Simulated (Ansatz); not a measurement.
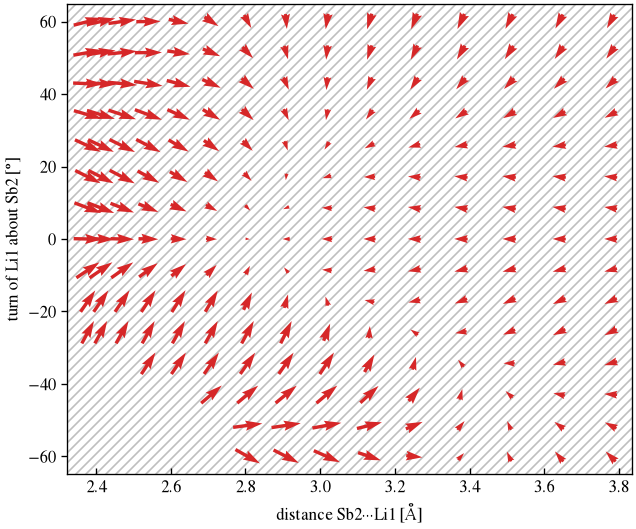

The pair Li···H₃Sb, charge +1. The turn is about an axis along (0.27, 0.95, −0.14) in the frame of the relaxed pair, normal to the line between the partners. Coordinates scanned: (1) distance Sb2···Li1; (2) turn of Li1 about Sb2. The grid has 15 × 15 points. At 20 points there is no value (left out of the scan, as a rule where atoms come close). Points are written as (first, second). Method: RHF-MP2, frozen core/def2-TZVPD in Ansatz 0.2.0.

Drawn: arrows along the force (downhill), their lengths compressed, hatched blanks where no value was computed.

The arrows alone are given. Where is the energy lowest?

The arrows converge at about (2.830 Å, 0°) (read from the interpolated surface).

The energy map of the same scan:

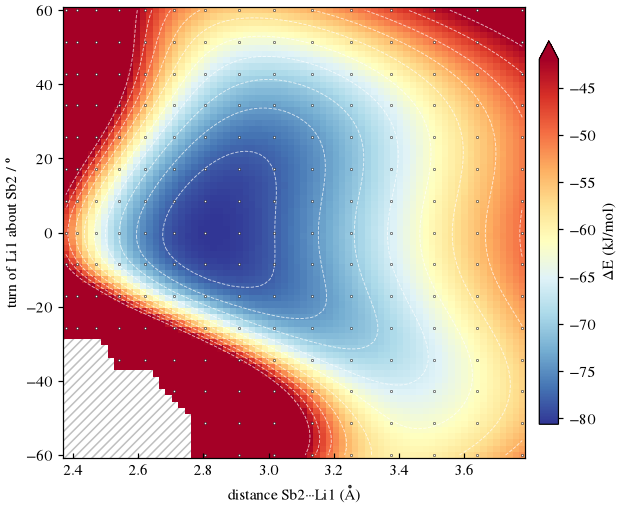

Energies are in kJ/mol, from the ion and the molecule far apart, frozen as in the relaxed pair, each in its own basis (no counterpoise correction); between grid points the surface is interpolated.
